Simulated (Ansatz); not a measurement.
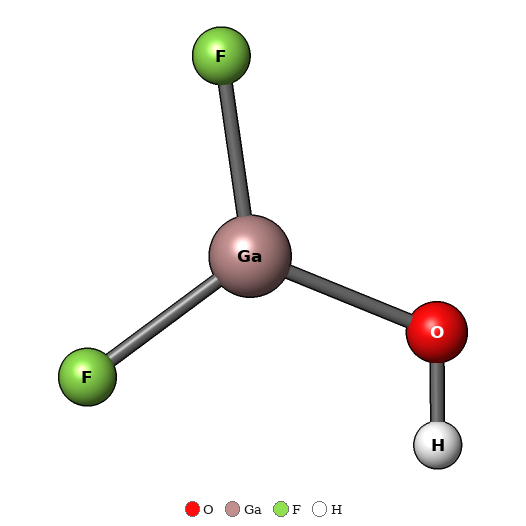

Sticks follow a distance rule. Harmonic vibrations computed with RKS PBE0-D4/def2-TZVP (Ansatz 0.2.0) at a stationary point of the same level.

### Minimum or transition state?

A minimum: no imaginary frequency, and the lowest mode lies at 171 cm⁻¹.

### List the wavenumbers.

9 modes: 171, 189, 202, 348, 667, 731, 761, 878, 3889 cm⁻¹.
